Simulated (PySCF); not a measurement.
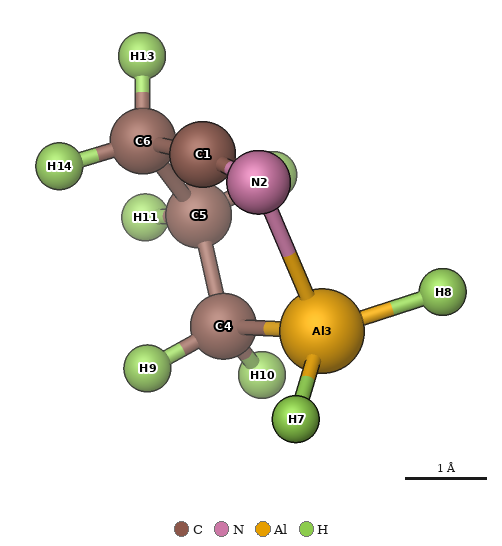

Fig. 1: The structure as given in the input (ball-and-stick view, seen at a tilt; atoms are numbered from 1 in the order of the input). Sticks mark near contacts.

**What a change does: excited-state calculation on C₄H₈AlN**

System: C₄H₈AlN, SMILES C1#[N+][AlH2-][CH2]CC1.
Method of run 1: TDDFT LDA/def2-SVPD, vertical, gas phase, core orbitals frozen in the response (PySCF 2.14.0).

The geometry comes from this level: PBE0-D3(BJ)/def2-SVP. Text and figures count atoms from 1; the logs count them from 0 in places.

**Input file, run 1**
```
{"job": {"kind": "uv", "xc": "LDA", "basis": "def2-SVPD", "ip": true}, "charge": 0, "multiplicity": 1}
C     -0.481221     0.689155     2.107030
N     -1.102803     0.005698     2.810970
Al    -1.705580    -1.524600     1.304785
C     -0.971637    -0.539250    -0.297353
C      0.340752     0.214625    -0.088947
C      0.222575     1.308509     1.003269
H     -3.291290    -1.528650     1.479615
H     -0.819187    -2.743285     1.837221
H     -1.737777     0.153377    -0.693982
H     -0.822689    -1.292210    -1.092365
H      0.699826     0.723387    -1.000307
H      1.139889    -0.481734     0.215934
H      1.199924     1.691410     1.333738
H     -0.378675     2.163160     0.652701
```

The first line tells a small driver script what to run in PySCF; the rest is the geometry in Å.

Command:
```bash
OMP_NUM_THREADS=1 python <driver script> task.json out
```

Hardware: 1 CPU thread, shared host.

**Output (run 1)**
```
coarse grid: 11992 points
cycle   1  E = -451.0168036728  dE =  3.250e-01  |g| = 6.037e-01  |ddm| = 5.147e+00
cycle   2  E = -450.6886696751  dE =  3.281e-01  |g| = 1.294e+00  |ddm| = 3.011e+00
cycle   3  E = -451.0891842383  dE = -4.005e-01  |g| = 3.650e-01  |ddm| = 2.268e+00
cycle   4  E = -451.1165732977  dE = -2.739e-02  |g| = 1.138e-01  |ddm| = 4.063e-01
cycle   5  E = -451.1198175159  dE = -3.244e-03  |g| = 1.979e-02  |ddm| = 1.764e-01
cycle   6  E = -451.1199166237  dE = -9.911e-05  |g| = 7.922e-03  |ddm| = 4.006e-02
cycle   7  E = -451.1199326498  dE = -1.603e-05  |g| = 9.279e-04  |ddm| = 1.204e-02
cycle   8  E = -451.1199329040  dE = -2.542e-07  |g| = 2.712e-04  |ddm| = 2.456e-03
final grid: 110696 points
cycle   9  E = -451.2103559002  dE = -4.250e-05  |g| = 2.986e-03  |ddm| = 1.093e-01
cycle  10  E = -451.2103515573  dE =  4.343e-06  |g| = 4.991e-03  |ddm| = 1.036e-02
cycle  11  E = -451.2103581975  dE = -6.640e-06  |g| = 6.797e-04  |ddm| = 6.743e-03
cycle  12  E = -451.2103582322  dE = -3.478e-08  |g| = 6.384e-04  |ddm| = 1.312e-03
cycle  13  E = -451.2103583144  dE = -8.218e-08  |g| = 1.454e-04  |ddm| = 6.317e-04
cycle  14  E = -451.2103583192  dE = -4.780e-09  |g| = 3.589e-05  |ddm| = 2.184e-04
cycle  15  E = -451.2103583195  dE = -3.328e-10  |g| = 6.628e-06  |ddm| = 6.669e-05
converged SCF energy = -451.2103583195

Static polarisability (au): isotropic 84.779, principal 72.891 80.538 100.907

Singlet excitations
state   eV       nm        f      main configurations
  1   3.8017    326.1   0.00826   H->L 1.00
  2   4.0099    309.2   0.00686   H-1->L 0.99
  3   4.4262    280.1   0.00034   H->L+1 1.00
  4   4.6486    266.7   0.00979   H-1->L+1 0.99
  5   5.4271    228.5   0.00486   H->L+2 0.99
  6   5.6132    220.9   0.01791   H-1->L+2 0.98
  7   6.0746    204.1   0.01860   H->L+3 0.76, H-2->L 0.21
  8   6.1124    202.8   0.01561   H-2->L 0.64, H->L+3 0.22, H-3->L 0.10
  9   6.3121    196.4   0.00164   H-1->L+3 0.96
 10   6.4450    192.4   0.05010   H-3->L 0.84, H-2->L 0.12

Triplet excitations (Tamm-Dancoff, eV): 3.7003 3.8701 4.3903 4.5603
Vertical ionisation energy (delta-SCF) = 9.5244 eV
Vertical electron affinity (delta-SCF) = -0.3047 eV
```

For run 2 the input was changed thus:
```diff
-"xc": "LDA"
+"xc": "LC-wPBE"
```

How does run 2 compare with run 1?

The total energies belong to different methods, so their difference says nothing on which is more stable or more accurate. The HOMO goes from −6.11 to −9.96 eV. The LUMO goes from −2.37 to 1.18 eV. The dipole moment goes from 5.26 to 5.37 D. The lowest excitation goes from 3.80 to 6.16 eV. The strongest computed line goes from 6.45 to 7.93 eV. The functional changes from LDA to LC-wPBE. Exact exchange removes part of the self-interaction error of semilocal functionals, which pushes filled and empty levels apart. The SCF takes 13 iterations against 15.

**Output (run 2)**
```
coarse grid: 11992 points
cycle   1  E = -453.7945932225  dE =  6.812e-01  |g| = 5.235e-01  |ddm| = 4.604e+00
cycle   2  E = -453.7766083044  dE =  1.798e-02  |g| = 6.970e-01  |ddm| = 1.415e+00
cycle   3  E = -453.8759799716  dE = -9.937e-02  |g| = 6.641e-02  |ddm| = 7.405e-01
cycle   4  E = -453.8771604653  dE = -1.180e-03  |g| = 3.365e-02  |ddm| = 1.542e-01
cycle   5  E = -453.8774718248  dE = -3.114e-04  |g| = 4.915e-03  |ddm| = 6.478e-02
cycle   6  E = -453.8774821938  dE = -1.037e-05  |g| = 1.552e-03  |ddm| = 1.557e-02
cycle   7  E = -453.8774835711  dE = -1.377e-06  |g| = 4.689e-04  |ddm| = 5.192e-03
final grid: 110696 points
cycle   8  E = -453.9567439296  dE = -2.089e-05  |g| = 3.187e-03  |ddm| = 5.925e-02
cycle   9  E = -453.9567460375  dE = -2.108e-06  |g| = 2.391e-03  |ddm| = 9.090e-03
cycle  10  E = -453.9567469057  dE = -8.682e-07  |g| = 5.005e-04  |ddm| = 3.244e-03
cycle  11  E = -453.9567469575  dE = -5.177e-08  |g| = 2.450e-04  |ddm| = 8.353e-04
cycle  12  E = -453.9567469623  dE = -4.808e-09  |g| = 4.189e-05  |ddm| = 3.565e-04
cycle  13  E = -453.9567469629  dE = -5.987e-10  |g| = 9.761e-06  |ddm| = 1.067e-04
converged SCF energy = -453.9567469629

Static polarisability (au): isotropic 76.418, principal 66.690 73.078 89.484

Singlet excitations
state   eV       nm        f      main configurations
  1   6.1586    201.3   0.00825   H->L 0.91
  2   6.5539    189.2   0.00480   H-1->L 0.72, H-1->L+4 0.10
  3   7.0236    176.5   0.00132   H->L+2 0.43, H->L+1 0.41
  4   7.2822    170.3   0.01281   H->L+2 0.27, H->L+4 0.26, H->L+3 0.25
  5   7.4047    167.4   0.01085   H-5->L 0.32, H-1->L+4 0.13, H-2->L 0.12
  6   7.6712    161.6   0.03760   H->L+1 0.25, H->L+5 0.20, H->L+2 0.13
  7   7.7469    160.0   0.07096   H-1->L+1 0.33, H-1->L+2 0.24
  8   7.9269    156.4   0.07663   H-1->L+2 0.19, H-1->L+4 0.18, H-1->L 0.12
  9   8.1008    153.1   0.01192   H-1->L+5 0.23, H-2->L 0.09, H-1->L+4 0.08
 10   8.3411    148.6   0.04651   H-1->L+2 0.29

Triplet excitations (Tamm-Dancoff, eV): 5.8024 6.0234 6.2873 6.5908
Vertical ionisation energy (delta-SCF) = 9.5259 eV
```

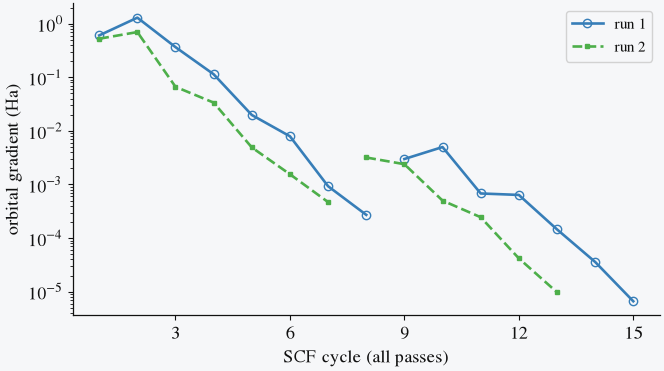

Fig. 2: Convergence of the two runs: orbital gradient against the SCF cycle. A break in a curve parts two SCF passes (coarse and final grid). Run 1 takes 15 cycles in all, and run 2 takes 13.

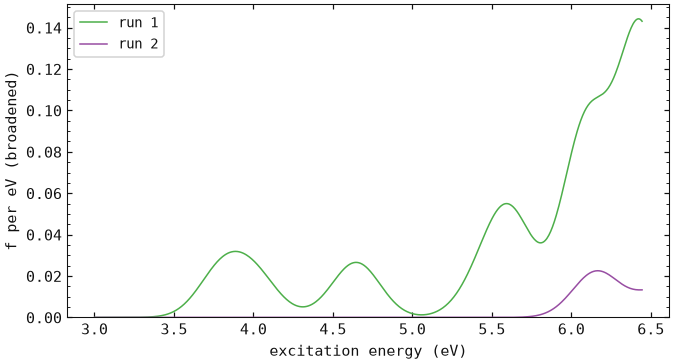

Fig. 3: Absorption of the two runs from their computed states, each broadened by a Gaussian of 0.35 eV full width; the range ends where the shorter list of states ends.

**The two runs side by side**

```tsv
quantity	run 1	run 2
outcome	converged	converged
total energy (hartree)	−451.210358	−453.956747
HOMO (eV)	−6.11	−9.96
LUMO (eV)	−2.37	1.18
dipole moment (D)	5.26	5.37
lowest excitation (eV)	3.80	6.16
SCF iterations	15	13
strongest computed line (eV)	6.45	7.93
basis functions	188	188
wall time (shared host)	2.2 min	2.3 min
```
